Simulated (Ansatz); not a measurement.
**Al₂H₂ (singlet): correlated methods under varied settings at scale of all distances = 1.138**

What do other methods and options give for Al₂H₂ (singlet) at this geometry, and how long do they take?

Program: Ansatz 0.2.0, Gaussian basis. Level of theory: the settings change from run to run. These are calculated values, not measurements.

20 further runs of the same task are left out: 1 for a mislabelled method, 1 for a known fault of the program, 13 that didn't finish, 5 set aside as unsound or not needed.

### Step 1. What is computed

The geometry derives from a PBE0/def2-TZVP stationary point (not a proven minimum). All distances are scaled together.

4 atoms, charge 0, spin multiplicity 1.

Atoms are counted from 1 here; the program's logs count them from 0.

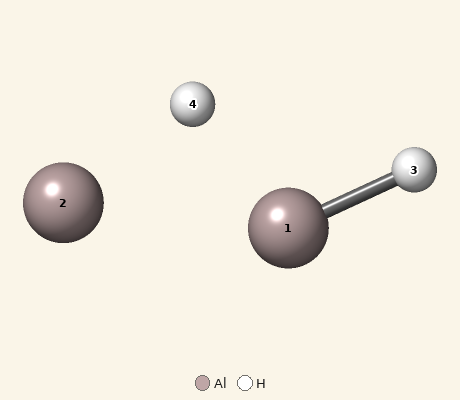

The structure; aluminium light grey, hydrogen white; atoms are numbered from 1 in the order of the file.

Geometry (Å):

```
Al    0.00000    0.10525    1.43926
Al    0.00000   -0.02196   -1.55553
H     0.00000   -0.78317    3.05026
H     0.00000   -1.44649    0.06232
```

### Step 2. BCCD on RHF/6-31G

in.yaml

```yaml
crystal:
  periodic: [false, false, false]
  atoms:
    - {symbol: Al, position_ang: [0.000000, 0.105254, 1.439257]}
    - {symbol: Al, position_ang: [0.000000, -0.021961, -1.555532]}
    - {symbol: H, position_ang: [0.000000, -0.783174, 3.050261]}
    - {symbol: H, position_ang: [0.000000, -1.446493, 0.062318]}
basis:
  gaussian: {orbitals: 6-31G}
magnetization: {spin_polarized: false}
correlation: {method: bccd, electrons: all, diis_vectors: 4}
```

The run is started by

```sh
> ansatz run in.yaml --threads 1 --pin off --events-out ev --progress --plain --max-ram 2393MiB
```

The program printed:

```text
Functional definition: HF
  name "HF"
  cite "Fock, Z. Phys. 61, 126 (1930) doi:10.1007/BF01340294"
  parent pbe
  exchange = exact_x
  correlation = 0
340 factors; integrals over basis functions are off by at most 1.5e-4 eV
mean field evaluation 1: about -13192.8731 eV, gradient 8.0e0 eV
mean field evaluation 2: about -13192.8748 eV, gradient 8.0e0 eV
mean field evaluation 4: about -13193.5127 eV, gradient 7.2e-1 eV
mean field evaluation 8: about -13193.5203 eV, gradient 8.3e-4 eV
mean field evaluation 16: about -13193.5203 eV, gradient 1.9e-6 eV
mean field -13193.52032376 eV, -484.8529290087 hartree, gradient 1.9e-6 eV, S^2 0.000000; 0 other end points of the search recorded, 0 dependent functions left out
reference -13193.52032376 eV, -484.8529290087 hartree; 14, 14 occupied and 16, 16 virtual orbitals, 340 factors
second order -2.07254290 eV of doubles, -0.00000000 eV of singles
cycle   1  -2.61659056 eV  change   -5.4e-1 eV  update   9.1e-2
cycle   2  -2.94849933 eV  change   -3.3e-1 eV  update   4.2e-2
cycle   3  -2.95724024 eV  change   -8.7e-3 eV  update   1.0e-2
cycle   4  -2.95628593 eV  change    9.5e-4 eV  update   4.4e-3
cycle   5  -2.95785780 eV  change   -1.6e-3 eV  update   1.9e-3
cycle   6  -2.95688451 eV  change    9.7e-4 eV  update   6.9e-4
cycle   7  -2.95685046 eV  change    3.4e-5 eV  update   2.7e-4
cycle   8  -2.95679608 eV  change    5.4e-5 eV  update   1.3e-4
cycle   9  -2.95686150 eV  change   -6.5e-5 eV  update   5.6e-5
cycle  10  -2.95687929 eV  change   -1.8e-5 eV  update   2.4e-5
cycle  11  -2.95688708 eV  change   -7.8e-6 eV  update   1.2e-5
Total energy: -13196.47721084 eV, -484.9615926048 hartree
```

It took 0.48 s on 1 thread of Arm Neoverse V1, shared host.

From the report: correlation -2.9569 eV; largest double amplitude 0.10.

### Step 3. MRCISD+Q(relaxed)(2,2)/6-31G

in.yaml: that of step 2 with these lines changed.

```diff
@@ -9,3 +9,2 @@
   gaussian: {orbitals: 6-31G}
-magnetization: {spin_polarized: false}
-correlation: {method: bccd, electrons: all, diis_vectors: 4}
+correlation: {method: fic_mrcisd_q_relaxed, electrons: outside_noble_gas, active_space: {window: {electrons: 2, orbitals: 2}, states: [{multiplicity: 1, weights: [1, 1]}], root: 1}}
```

The command is unchanged.

The program printed (excerpt; [...] marks lines left out):

```text
Functional definition: HF
  name "HF"
  cite "Fock, Z. Phys. 61, 126 (1930) doi:10.1007/BF01340294"
  parent pbe
[...]
617 factors; integrals over basis functions are off by at most 1.2e-7 eV
[...]
mean field -13193.52037528 eV, -484.8529309024 hartree, gradient 2.4e-6 eV, S^2 0.000000; 0 other end points of the search recorded, 0 dependent functions left out
reference -13193.52037528 eV, -484.8529309024 hartree; 14, 14 occupied and 16, 16 virtual orbitals, 617 factors
state -13193.45114182 eV, -484.8503866196 hartree
state -13191.49654246 eV, -484.7785564178 hartree
contracted CI cycle   1: correlation 0.00000000 eV, 0.0000000000 hartree, residual 8.50e0 eV
contracted CI cycle   2: correlation -2.48425078 eV, -0.0912945322 hartree, residual 1.77e0 eV
contracted CI cycle   3: correlation -2.62448045 eV, -0.0964478776 hartree, residual 5.94e-1 eV
[...]
contracted CI cycle   4: correlation -2.78080935 eV, -0.1021928589 hartree, residual 2.18e-1 eV
contracted CI cycle   5: correlation -2.78335289 eV, -0.1022863321 hartree, residual 9.31e-2 eV
contracted CI cycle   6: correlation -2.78377188 eV, -0.1023017298 hartree, residual 3.46e-2 eV
contracted CI cycle   7: correlation -2.78383278 eV, -0.1023039679 hartree, residual 1.43e-2 eV
contracted CI cycle   8: correlation -2.78384232 eV, -0.1023043182 hartree, residual 6.26e-3 eV
contracted CI cycle   9: correlation -2.78384437 eV, -0.1023043937 hartree, residual 2.86e-3 eV
contracted CI cycle  10: correlation -2.78384485 eV, -0.1023044111 hartree, residual 1.45e-3 eV
contracted CI cycle  11: correlation -2.78384496 eV, -0.1023044152 hartree, residual 7.36e-4 eV
contracted CI cycle  12: correlation -2.78384498 eV, -0.1023044161 hartree, residual 3.17e-4 eV
state -13191.49654246 eV, -484.7785564178 hartree; corrected -13194.70108726 eV, -484.8963212673 hartree
Total energy: -13194.70108726 eV, -484.8963212673 hartree
```

It took 0.75 s on 1 thread of Arm Neoverse V1, shared host.

From the report: 2 determinants; active occupations (of the averaged states) 1.50, 0.50.

### Step 4. CASSCF(2,6)/6-31G*

in.yaml

```yaml
crystal:
  periodic: [false, false, false]
  atoms:
    - {symbol: Al, position_ang: [0.000000, 0.105254, 1.439257]}
    - {symbol: Al, position_ang: [0.000000, -0.021961, -1.555532]}
    - {symbol: H, position_ang: [0.000000, -0.783174, 3.050261]}
    - {symbol: H, position_ang: [0.000000, -1.446493, 0.062318]}
basis:
  gaussian: {orbitals: "6-31G*"}
hamiltonian: {pseudopotentials: {relativity: scalar}}
correlation: {active_space: {window: {electrons: 2, orbitals: 6}}}
```

The command is unchanged.

The program printed:

```text
Functional definition: HF
  name "HF"
  cite "Fock, Z. Phys. 61, 126 (1930) doi:10.1007/BF01340294"
  parent pbe
  exchange = exact_x
  correlation = 0
394 factors; integrals over basis functions are off by at most 6.5e-4 eV
mean field evaluation 1: about -13214.8346 eV, gradient 8.9e0 eV
mean field evaluation 2: about -13214.8372 eV, gradient 8.9e0 eV
mean field evaluation 4: about -13215.5737 eV, gradient 8.9e-1 eV
mean field evaluation 8: about -13215.5851 eV, gradient 1.1e-3 eV
mean field -13215.58505947 eV, -485.6637930902 hartree, gradient 1.7e-6 eV, S^2 0.000000; 0 other end points of the search recorded, 0 dependent functions left out
reference -13215.58505947 eV, -485.6637930902 hartree; 14, 14 occupied and 28, 28 virtual orbitals, 394 factors
state -13216.49244602 eV, -485.6971389311 hartree
Total energy: -13216.49244602 eV, -485.6971389311 hartree
Relativity: scalar
```

Wall time 2.8 s (1 thread of Arm Neoverse V1, shared host).

From the report: 36 determinants; active occupations 1.89, 0.05, 0.03, 0.02, 0.00, 0.00.

### Step 5. CCSD(T)/cc-pVDZ

in.yaml: that of step 4 with these lines changed.

```diff
@@ -8,4 +8,5 @@
 basis:
-  gaussian: {orbitals: "6-31G*"}
-hamiltonian: {pseudopotentials: {relativity: scalar}}
-correlation: {active_space: {window: {electrons: 2, orbitals: 6}}}
+  gaussian: {orbitals: cc-pVDZ}
+magnetization: {spin_polarized: true, initial_magnetization: 0}
+hamiltonian: {xc: {name: B3LYP}}
+correlation: {method: ccsd_t, electrons: all}
```

Launched as before.

The program printed (excerpt; [...] marks lines left out):

```text
Functional definition: B3LYP
  name "B3LYP"
  cite "Stephens, Devlin, Chabalowski & Frisch, J. Phys. Chem. 98, 11623 (1994) doi:10.1021/j100096a001"
  cite "Becke, Phys. Rev. A 38, 3098 (1988) doi:10.1103/PhysRevA.38.3098"
  cite "Lee, Yang & Parr, Phys. Rev. B 37, 785 (1988) doi:10.1103/PhysRevB.37.785"
  cite "Vosko, Wilk & Nusair, Can. J. Phys. 58, 1200 (1980) doi:10.1139/p80-159"
[...]
448 factors; integrals over basis functions are off by at most 1.1e-3 eV
[...]
mean field -13225.00788633 eV, -486.0100755903 hartree, gradient 3.6e-6 eV, S^2 0.000000; 4 other end points of the search recorded, 0 dependent functions left out
reference -13194.61209272 eV, -484.8930507783 hartree; 14, 14 occupied and 32, 32 virtual orbitals, 448 factors
second order -3.65778947 eV of doubles, -0.24549667 eV of singles
cycle   1  -4.45817524 eV  change   -5.6e-1 eV  update   8.5e-2
[...]
cycle  10  -4.76866528 eV  change    2.2e-5 eV  update   2.0e-5
perturbative correction -0.17446894 eV, -0.0064116154 hartree
Total energy: -13199.55522695 eV, -485.0747076106 hartree
```

It took 5.5 s on 1 thread of Arm Neoverse V1, shared host.

From the report: ⟨S²⟩ of the determinant 0.000 (pure singlet: 0.00); correlation -4.9431 eV; T1 0.010; largest double amplitude 0.10. The orbitals are Kohn-Sham ones, so correlation energy and T1 don't compare with those on Hartree-Fock orbitals.

### Step 6. MP2 on RHF/6-31G

in.yaml: that of step 5 with these lines changed.

```diff
@@ -8,5 +8,4 @@
 basis:
-  gaussian: {orbitals: cc-pVDZ}
-magnetization: {spin_polarized: true, initial_magnetization: 0}
-hamiltonian: {xc: {name: B3LYP}}
-correlation: {method: ccsd_t, electrons: all}
+  gaussian: {orbitals: 6-31G}
+magnetization: {spin_polarized: false}
+correlation: {method: mp2, electrons: valence}
```

Same command.

The program printed:

```text
Functional definition: HF
  name "HF"
  cite "Fock, Z. Phys. 61, 126 (1930) doi:10.1007/BF01340294"
  parent pbe
  exchange = exact_x
  correlation = 0
340 factors; integrals over basis functions are off by at most 1.5e-4 eV
mean field evaluation 1: about -13192.8731 eV, gradient 8.0e0 eV
mean field evaluation 2: about -13192.8748 eV, gradient 8.0e0 eV
mean field evaluation 4: about -13193.5127 eV, gradient 7.2e-1 eV
mean field evaluation 8: about -13193.5203 eV, gradient 8.3e-4 eV
mean field -13193.52032376 eV, -484.8529290087 hartree, gradient 1.9e-6 eV, S^2 0.000000; 0 other end points of the search recorded, 0 dependent functions left out
10 core orbitals not correlated: weight in the atoms' cores, before any rotation towards them, 1.000 or more for the frozen orbitals, at most 0.000 for the correlated occupied ones
reference -13193.52032376 eV, -484.8529290087 hartree; 4, 4 occupied and 16, 16 virtual orbitals, 340 factors
second order -1.88760379 eV of doubles, -0.00000000 eV of singles
Total energy: -13195.40792755 eV, -484.9222971687 hartree
```

Wall time 0.18 s (1 thread of Arm Neoverse V1, shared host).

### Step 7. NEVPT4(SD)(6,4)/6-31G*

in.yaml: that of step 6 with these lines changed.

```diff
@@ -8,4 +8,4 @@
 basis:
-  gaussian: {orbitals: 6-31G}
-magnetization: {spin_polarized: false}
-correlation: {method: mp2, electrons: valence}
+  gaussian: {orbitals: "6-31G*"}
+correlation: {method: fic_nevpt4_sd, electrons: outside_noble_gas, active_space: {window: {electrons: 6, orbitals: 4}}}
+accuracy: high
```

Launched as before.

The program printed (excerpt; [...] marks lines left out):

```text
Functional definition: HF
  name "HF"
  cite "Fock, Z. Phys. 61, 126 (1930) doi:10.1007/BF01340294"
  parent pbe
[...]
788 factors; integrals over basis functions are off by at most 3.6e-9 eV
[...]
mean field -13194.01468804 eV, -484.8710965610 hartree, gradient 2.8e-8 eV, S^2 0.000000; 0 other end points of the search recorded, 0 dependent functions left out; unrestricted orbitals would lower it
reference -13194.01468804 eV, -484.8710965610 hartree; 14, 14 occupied and 28, 28 virtual orbitals, 788 factors
state -13194.49581467 eV, -484.8887776386 hartree
state -13194.49581467 eV, -484.8887776386 hartree; corrected -13197.40387054 eV, -484.9956467208 hartree
state -13194.45072091 eV, -484.8871204734 hartree
state -13194.45072091 eV, -484.8871204734 hartree; corrected -13197.40973831 eV, -484.9958623571 hartree
state -13194.45072091 eV, -484.8871204734 hartree; corrected -13197.40973831 eV, -484.9958623571 hartree
the orbitals are reached from a further start. From the first start the search ends at -13194.49581143 eV, -484.8887775196 hartree
WARN: 2 active orbitals are nearly empty or full. The corrections depend on them more than the energy does, and are more stable in an active space without them
WARN: the results are in doubt because another end's mean lies 0.045 eV lower, and its corrected mean 0.006 eV higher
Total energy: -13197.40973831 eV, -484.9958623571 hartree
In doubt: another end's mean lies 0.045 eV lower, and its corrected mean 0.006 eV higher
```

Wall time 2.6 s (1 thread of Arm Neoverse V1, shared host).

From the report: 10 determinants; active occupations 2.00, 2.00, 1.93, 0.07. Mind the lines of doubt at the end of the log.

### Step 8. CCSD on UHF/6-31++G**

in.yaml: that of step 7 with these lines changed.

```diff
@@ -8,4 +8,5 @@
 basis:
-  gaussian: {orbitals: "6-31G*"}
-correlation: {method: fic_nevpt4_sd, electrons: outside_noble_gas, active_space: {window: {electrons: 6, orbitals: 4}}}
-accuracy: high
+  gaussian: {orbitals: "6-31++G**"}
+magnetization: {spin_polarized: true, initial_magnetization: 0}
+correlation: {method: ccsd, electrons: valence}
+output: {forces: true}
```

Launched as before.

The program printed (excerpt; [...] marks lines left out):

```text
Functional definition: HF
  name "HF"
  cite "Fock, Z. Phys. 61, 126 (1930) doi:10.1007/BF01340294"
  parent pbe
[...]
472 factors; integrals over basis functions are off by at most 1.1e-3 eV
[...]
mean field -13194.10985240 eV, -484.8745937867 hartree, gradient 1.8e-6 eV, S^2 0.052115; 12 other end points of the search recorded, 0 dependent functions left out
determinant -13194.10985240 eV, -484.8745937867 hartree, with singles and doubles -13198.04623949 eV, -485.0192533444 hartree
determinant -13192.83481908 eV, -484.8277371766 hartree, with singles and doubles -13196.50902329 eV, -484.9627616907 hartree
determinant -13191.36737644 eV, -484.7738096543 hartree, with singles and doubles -13195.18334236 eV, -484.9140438153 hartree
determinant -13191.30671540 eV, -484.7715804021 hartree, with singles and doubles -13195.40540003 eV, -484.9222042842 hartree
[...]
10 core orbitals not correlated: weight in the atoms' cores, before any rotation towards them, 1.000 or more for the frozen orbitals, at most 0.000 for the correlated occupied ones
reference -13194.10911670 eV, -484.8745667505 hartree; 4, 4 occupied and 44, 44 virtual orbitals, 472 factors
second order -2.95489250 eV of doubles, -0.00000000 eV of singles
cycle   1  -3.92272532 eV  change   -5.6e-7 eV  update   1.9e-6
[...]
cycle   3  -3.92272599 eV  change   -2.8e-7 eV  update   7.9e-7
[...]
Total energy: -13198.03184270 eV, -485.0187242719 hartree
Atom 0 at     0.000000     0.105254     1.439257 Å, force     0.000000    -1.147751     0.361123 eV/Å
Atom 1 at     0.000000    -0.021961    -1.555532 Å, force    -0.000000    -0.612674     1.436323 eV/Å
Atom 2 at     0.000000    -0.783174     3.050261 Å, force     0.000000     0.732371    -1.518646 eV/Å
Atom 3 at     0.000000    -1.446493     0.062318 Å, force     0.000000     1.028054    -0.278800 eV/Å
Dipole moment:    -0.000000     0.190796    -0.498531 e Å
```

It took 10 s on 1 thread of Arm Neoverse V1, shared host.

From the report: ⟨S²⟩ of the determinant 0.000 (pure singlet: 0.00); correlation -3.9227 eV; T1 0.022; largest double amplitude 0.08.

### Step 9. CCSD on UHF/6-31++G**

in.yaml: that of step 8 with these lines changed.

```diff
@@ -10,3 +10,2 @@
 magnetization: {spin_polarized: true, initial_magnetization: 0}
-correlation: {method: ccsd, electrons: valence}
-output: {forces: true}
+correlation: {method: ccsd, electrons: outside_noble_gas}
```

The command is unchanged.

The program printed (excerpt; [...] marks lines left out):

```text
Functional definition: HF
  name "HF"
  cite "Fock, Z. Phys. 61, 126 (1930) doi:10.1007/BF01340294"
  parent pbe
[...]
472 factors; integrals over basis functions are off by at most 1.1e-3 eV
[...]
mean field -13194.10985240 eV, -484.8745937867 hartree, gradient 1.8e-6 eV, S^2 0.052115; 12 other end points of the search recorded, 0 dependent functions left out
determinant -13194.10985240 eV, -484.8745937867 hartree, with singles and doubles -13198.04623949 eV, -485.0192533444 hartree
determinant -13192.83481908 eV, -484.8277371766 hartree, with singles and doubles -13196.50902329 eV, -484.9627616907 hartree
determinant -13191.36737644 eV, -484.7738096543 hartree, with singles and doubles -13195.18334236 eV, -484.9140438153 hartree
determinant -13191.30671540 eV, -484.7715804021 hartree, with singles and doubles -13195.40540003 eV, -484.9222042842 hartree
determinant -13194.10911670 eV, -484.8745667505 hartree, with singles and doubles -13198.05316990 eV, -485.0195080321 hartree
determinant -13194.10985240 eV, -484.8745937867 hartree, with singles and doubles -13198.03102037 eV, -485.0186940517 hartree
determinant -13194.10911670 eV, -484.8745667505 hartree, with singles and doubles -13198.03184146 eV, -485.0187242264 hartree
10 core orbitals not correlated: weight in the atoms' cores, before any rotation towards them, 1.000 or more for the frozen orbitals, at most 0.000 for the correlated occupied ones
reference -13194.10911670 eV, -484.8745667505 hartree; 4, 4 occupied and 44, 44 virtual orbitals, 472 factors
second order -2.95489250 eV of doubles, -0.00000000 eV of singles
cycle   1  -3.92272531 eV  change   -5.5e-7 eV  update   1.9e-6
Total energy: -13198.03184201 eV, -485.0187242467 hartree
```

It took 7.5 s on 1 thread of Arm Neoverse V1, shared host.

From the report: ⟨S²⟩ of the determinant 0.000 (pure singlet: 0.00); correlation -3.9227 eV; T1 0.022; largest double amplitude 0.08.

### Step 10. CCSD(T) on RHF/6-31G

in.yaml: that of step 9 with these lines changed.

```diff
@@ -8,4 +8,5 @@
 basis:
-  gaussian: {orbitals: "6-31++G**"}
-magnetization: {spin_polarized: true, initial_magnetization: 0}
-correlation: {method: ccsd, electrons: outside_noble_gas}
+  gaussian: {orbitals: 6-31G}
+magnetization: {spin_polarized: false}
+correlation: {method: ccsd_t, electrons: outside_noble_gas}
+accuracy: high
```

Same command.

The program printed (excerpt; [...] marks lines left out):

```text
Functional definition: HF
  name "HF"
  cite "Fock, Z. Phys. 61, 126 (1930) doi:10.1007/BF01340294"
  parent pbe
[...]
652 factors; integrals over basis functions are off by at most 2.7e-9 eV
[...]
mean field -13193.52037531 eV, -484.8529309033 hartree, gradient 3.9e-8 eV, S^2 0.000000; 0 other end points of the search recorded, 0 dependent functions left out
10 core orbitals not correlated: weight in the atoms' cores, before any rotation towards them, 1.000 or more for the frozen orbitals, at most 0.000 for the correlated occupied ones
reference -13193.52037531 eV, -484.8529309033 hartree; 4, 4 occupied and 16, 16 virtual orbitals, 652 factors
second order -1.88765292 eV of doubles, -0.00000000 eV of singles
cycle   1  -2.42962400 eV  change   -5.4e-1 eV  update   9.2e-2
[...]
cycle  24  -2.79097532 eV  change  -1.2e-10 eV  update  8.7e-10
perturbative correction -0.07426571 eV, -0.0027292147 hartree
Total energy: -13196.38561634 eV, -484.9582265692 hartree
```

It took 0.51 s on 1 thread of Arm Neoverse V1, shared host.

From the report: correlation -2.8652 eV; T1 0.023; largest double amplitude 0.10.

### Step 11. All runs side by side

Where basis and cores are those of an earlier FCI/6-31G run (-13196.4235 eV), and the state is the same kind, the miss against it is given. † marks a result that the program doubts.

```tsv
level	correlated	functions	energy (eV)	from FCI (meV)	time
BCCD on RHF/6-31G	all	30	-13196.4772		0.48 s
MRCISD+Q(relaxed)(2,2)/6-31G (excited root 1 of an average)	outside noble gas	30	-13194.7011		0.75 s
CASSCF(2,6)/6-31G* (relativity set)		42	-13216.4924		2.8 s
CCSD(T)/cc-pVDZ (on B3LYP orbitals)	all	46	-13199.5552		5.5 s
MP2 on RHF/6-31G	valence	30	-13195.4079	1015.6	0.18 s
NEVPT4(SD)(6,4)/6-31G* †	outside noble gas	42	-13197.4097		2.6 s
CCSD on UHF/6-31++G**	valence	58	-13198.0318		10 s
CCSD on UHF/6-31++G**	outside noble gas	58	-13198.0318		7.5 s
CCSD(T) on RHF/6-31G	outside noble gas	30	-13196.3856	37.9	0.51 s
```

### Step 12. Results

| quantity | value |
| --- | --- |
| runs | 9 |
| quickest | MP2 on RHF/6-31G, 0.18 s |
| slowest | CCSD on UHF/6-31++G**, 10 s |

What this shows: Total energies in different bases, with other cores or another treatment of relativity can't be set against each other. CCSD on UHF/6-31++G** took 56 times as long as MP2 on RHF/6-31G; the jobs differ in more than the method. Among the correlated runs with a miss given, it spans +38 to +1016 meV.
